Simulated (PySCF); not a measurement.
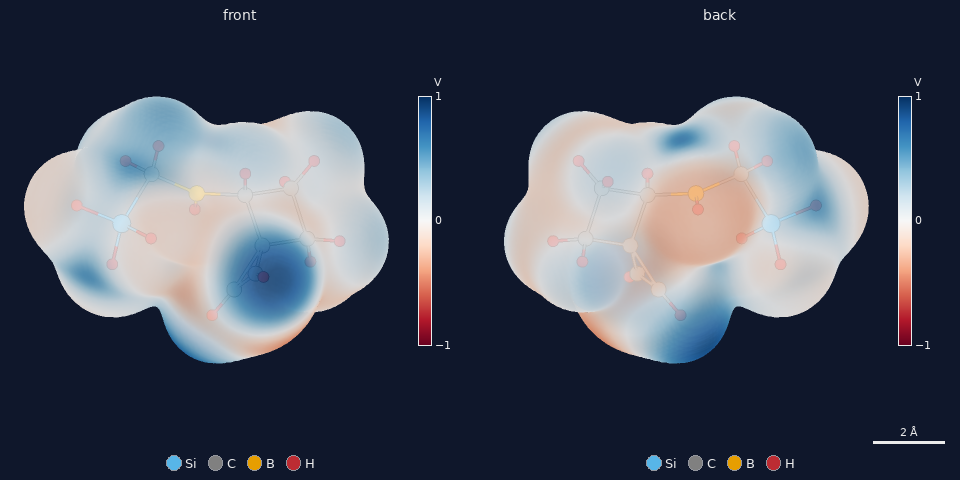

*C$_{7}$H$_{13}$BSi. The molecular electrostatic potential painted on the density surface at 0.001 e/bohr³, seen from the front and from behind; the colour scale runs from red (negative) to blue (positive).*

Geometry: GFN2-xTB.

These are results of PBE0/pcSseg-1, SCF density, gas phase, non-relativistic in PySCF, not measurements.

```json
{"atom": "Si", "x (Å)": "2.7069", "y (Å)": "-0.2076", "z (Å)": "-1.2406"}
{"atom": "C", "x (Å)": "2.0969", "y (Å)": "-0.9415", "z (Å)": "0.4171"}
{"atom": "B", "x (Å)": "0.5543", "y (Å)": "-1.1065", "z (Å)": "0.3694"}
{"atom": "C", "x (Å)": "-0.4024", "y (Å)": "0.0858", "z (Å)": "0.7486"}
{"atom": "C", "x (Å)": "-1.7629", "y (Å)": "-0.2606", "z (Å)": "1.4128"}
{"atom": "C", "x (Å)": "-2.5377", "y (Å)": "0.2905", "z (Å)": "0.2046"}
{"atom": "C", "x (Å)": "-1.2087", "y (Å)": "0.6338", "z (Å)": "-0.4501"}
{"atom": "C", "x (Å)": "-0.8606", "y (Å)": "0.6201", "z (Å)": "-1.9008"}
{"atom": "C", "x (Å)": "-0.8802", "y (Å)": "1.7932", "z (Å)": "-1.3283"}
{"atom": "H", "x (Å)": "2.2643", "y (Å)": "-1.0261", "z (Å)": "-2.3722"}
{"atom": "H", "x (Å)": "4.1744", "y (Å)": "-0.1960", "z (Å)": "-1.2134"}
{"atom": "H", "x (Å)": "2.2198", "y (Å)": "1.1623", "z (Å)": "-1.4135"}
{"atom": "H", "x (Å)": "2.4364", "y (Å)": "-0.2573", "z (Å)": "1.1955"}
{"atom": "H", "x (Å)": "2.6262", "y (Å)": "-1.8848", "z (Å)": "0.5537"}
{"atom": "H", "x (Å)": "0.0843", "y (Å)": "-2.1099", "z (Å)": "-0.0201"}
{"atom": "H", "x (Å)": "0.1063", "y (Å)": "0.8994", "z (Å)": "1.2747"}
{"atom": "H", "x (Å)": "-1.9479", "y (Å)": "0.2734", "z (Å)": "2.3427"}
{"atom": "H", "x (Å)": "-1.9097", "y (Å)": "-1.3249", "z (Å)": "1.5837"}
{"atom": "H", "x (Å)": "-3.1305", "y (Å)": "-0.4500", "z (Å)": "-0.3325"}
{"atom": "H", "x (Å)": "-3.1734", "y (Å)": "1.1497", "z (Å)": "0.4214"}
{"atom": "H", "x (Å)": "-0.7129", "y (Å)": "0.0298", "z (Å)": "-2.7719"}
{"atom": "H", "x (Å)": "-0.7533", "y (Å)": "2.8466", "z (Å)": "-1.3946"}
```

Which sites attract a positive test charge, and which a negative one?

A positive charge is drawn to the negative regions and a negative charge to the positive ones. The most negative region (about −0.4 V) lies over the π face of C8 and C9, the most positive (about +0.9 V) over H21 and H22.

How polar is the molecule by this calculation?

Its dipole moment is 0.63 D.
